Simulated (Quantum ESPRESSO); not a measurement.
# Converging the k-point mesh at a smearing width of 0.02 eV: Pt (Fm-3m, 1 atom in the cell)

```yaml
crystal:
  lattice:
    - [-1.95412, 0.00000, 1.95412]
    - [0.00000, 1.95412, 1.95412]
    - [-1.95412, 1.95412, 0.00000]
  atoms:
    - { symbol: Pt, position: [0.00000, 0.00000, 0.00000] }
```

Method of the run: PBEsol, SSSP 1.1.2 efficiency (PBE) pseudopotentials (plane waves; Quantum ESPRESSO).

Base settings: ecutwfc = 40 Ry; ecutrho = 320 Ry; occupations = smearing; smearing = gauss; degauss = 0.0073499 Ry; input_dft = pbesol; potentials = {Pt: pt_pbe_v1.4.uspp.F.UPF}; K_POINTS = automatic 14 14 14 0 0 0; conv_thr = 1e-11 Ry; mixing_beta = 0.4.

In this ladder: degauss = 0.00147 Ry.

Only quantities that move along the ladder and can be compared are tabulated.

The count of work is k-points × plane waves × bands × iterations; it is no time. 

The starting cell has typed, rounded lattice constants, without a prior relaxation at this level. Its lattice was rescaled by up to half a per cent. Spin polarisation is off.

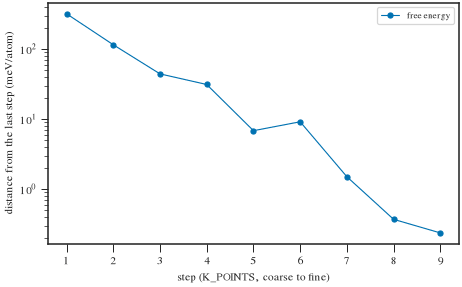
Figure. Distance from the last step along the ladder; very small values are drawn at a floor.

| K_POINTS | free energy less the last step's (meV/atom) | pressure (GPa) | count of work / last |
|---|---|---|---|
| automatic 5 5 5 0 0 0 | 318.46 | 6.02 | 0.0085 |
| automatic 6 6 6 0 0 0 | -114.98 | -1.84 | 0.014 |
| automatic 7 7 7 0 0 0 | 44.13 | 2.60 | 0.017 |
| automatic 9 9 9 0 0 0 | -31.13 | 0.46 | 0.029 |
| automatic 11 11 11 0 0 0 | -6.82 | 0.54 | 0.047 |
| automatic 13 13 13 0 0 0 | 9.14 | 0.79 | 0.071 |
| automatic 16 16 16 0 0 0 | 1.50 | 0.78 | 0.14 |
| automatic 19 19 19 0 0 0 | -0.37 | 0.78 | 0.21 |
| automatic 28 28 28 0 0 0 | -0.24 | 0.84 | 0.59 |
| automatic 34 34 34 0 0 0 | 0.00 | 0.83 | 1.0 |

Coarsest K_POINTS that holds the pressure within 0.5 GPa of the last step, with all finer ones: automatic 9 9 9 0 0 0, at 0.029 of the last step's count of work; the step before is off by 1.8 GPa.

Coarsest K_POINTS that holds the free energy within 1 meV/atom of the last step, with all finer ones: automatic 19 19 19 0 0 0, at 0.21 of the last step's count of work; the step before is off by 1.5 meV/atom.
